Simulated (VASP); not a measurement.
Band structure of CoH (space group Fm-3m). Computed with PBEsol GGA, VASP's PBE PAW potentials (set 64) (plane waves; VASP).

The run has a spin-polarised start.

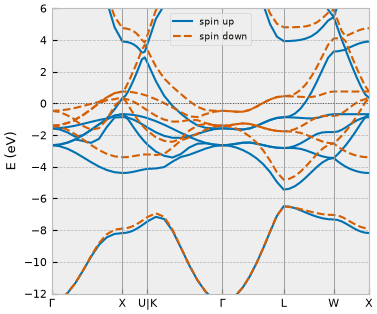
*Bands along high-symmetry lines, zero at the valence-band maximum or, without a gap, the Fermi level*

Q: Read the plot: is there a gap, and where are the band edges?

A: It has no gap at this level: it comes out as a metal or semimetal.

The structure comes from a computed database's CoH entry (Fm-3m); how it stands against other phases isn't given here. The cell was not relaxed at this level.
